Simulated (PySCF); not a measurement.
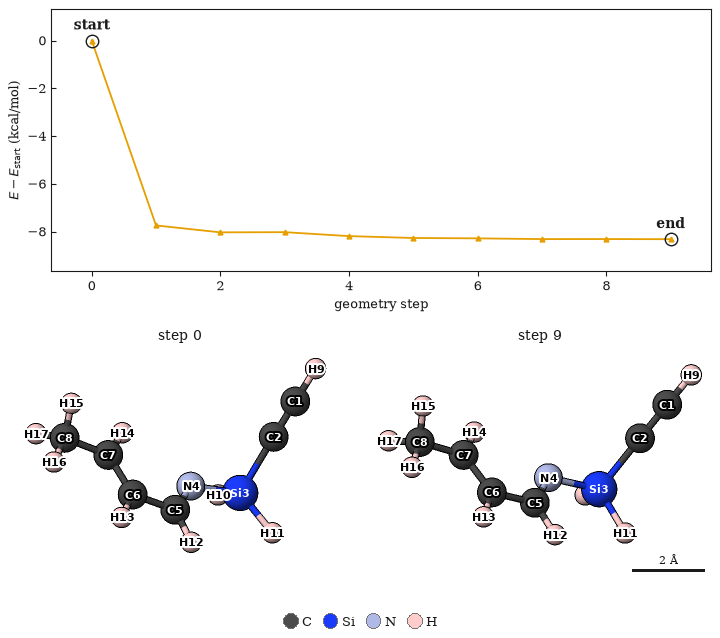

First and last geometry of a relaxation of C6H9NSi, with the history of the run. Style: ball-and-stick. Shown at a tilt.

The start comes from GFN2-xTB. Its atoms were then displaced at random by about 0.01 Å.

These are results of PBE0-D3(BJ)/def2-SVP geometry optimisation, gas phase in PySCF 2.14.0, density-fitted response routines, not measurements. 

Question: Read the history and describe the run.

Answer: It converged. Over 9 geometry steps the energy falls by 8.32 kcal/mol. The atom that moves furthest after the best rigid fit is H9 (0.50 Å). By element the largest moves are H 0.50 Å, C 0.37 Å, N 0.27 Å, Si 0.11 Å. Among the contacts that change: Si3–H11 1.456 → 1.501 Å, C1–C2 1.172 → 1.217 Å, N4–C5 1.240 → 1.274 Å, C5–H12 1.081 → 1.113 Å. Bond angles that change, for instance: Si3–N4–C5 133.4° → 124.4°, N4–Si3–H11 118.3° → 112.3°, N4–Si3–H10 103.2° → 108.9°. The run took 2 min on 1 thread of Arm Neoverse V2 (shared host).
